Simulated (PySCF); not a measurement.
C₃H₁₀OSi₂, SMILES C=CO[SiH2]C[SiH3], geometry in Å:

```xyz
16

C      3.0597    -0.2386     0.4508
C      2.0943     0.5594     0.8685
O      0.8705     0.6793     0.3324
Si     0.1702    -0.0337    -0.9572
C     -1.5768     0.6824    -0.9089
Si    -2.5927     0.2442     0.6342
H      4.0080    -0.2645     0.9528
H      2.9256    -0.8824    -0.3999
H      2.2221     1.2136     1.7244
H      0.1746    -1.4940    -0.8196
H      0.8893     0.3261    -2.1865
H     -2.1039     0.3299    -1.7941
H     -1.5244     1.7671    -1.0005
H     -3.9135     0.8774     0.5306
H     -1.9396     0.7192     1.8543
H     -2.7711    -1.2090     0.7074
```

Vertical TDDFT excitations, B3LYP/def2-SVPD, PySCF 2.14.0, at a GFN2-xTB geometry (no frequency check), gas phase.

Question: Predict the low-lying singlet excitations and the spectrum.

Answer: The lowest singlet lies at 6.14 eV (202 nm, f = 0.009); the brightest of the first 8 is S4 at 6.86 eV (181 nm), f = 0.148, mixed, the largest part being HOMO → LUMO+2 (33 %). No singlet lies below 3.1 eV (beyond 400 nm), so at this level no vertical transition falls in the visible.


```
state  E (eV)  λ (nm)      f        main character
   S1    6.14     202  0.009  HOMO → LUMO+1 (51 %)
   S2    6.26     198  0.006    HOMO → LUMO (78 %)
   S3    6.71     185  0.028  HOMO → LUMO+3 (62 %)
   S4    6.86     181  0.148  HOMO → LUMO+2 (33 %)
   S5    7.04     176  0.143  HOMO → LUMO+5 (27 %)
   S6    7.08     175  0.012  HOMO → LUMO+4 (35 %)
   S7    7.40     168  0.020  HOMO → LUMO+7 (42 %)
   S8    7.59     163  0.030  HOMO → LUMO+7 (30 %)
```

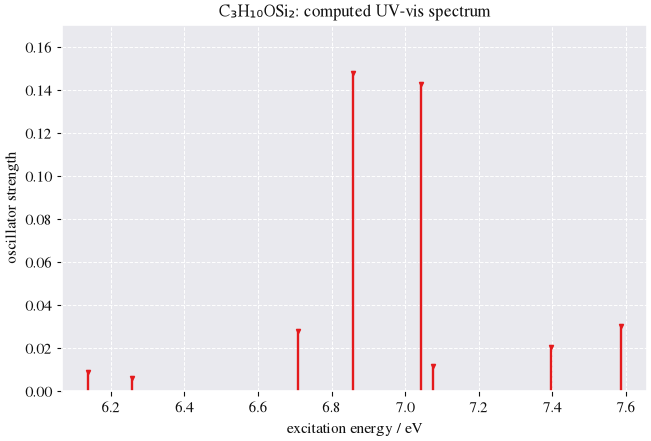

Only the first 8 singlet excitations are included.

Known limits of this run: states above the negative HOMO energy depend on the basis; the tight-binding geometry is rougher than a DFT one and adds to the error; one conformer of a flexible molecule; core orbitals are frozen in the response.
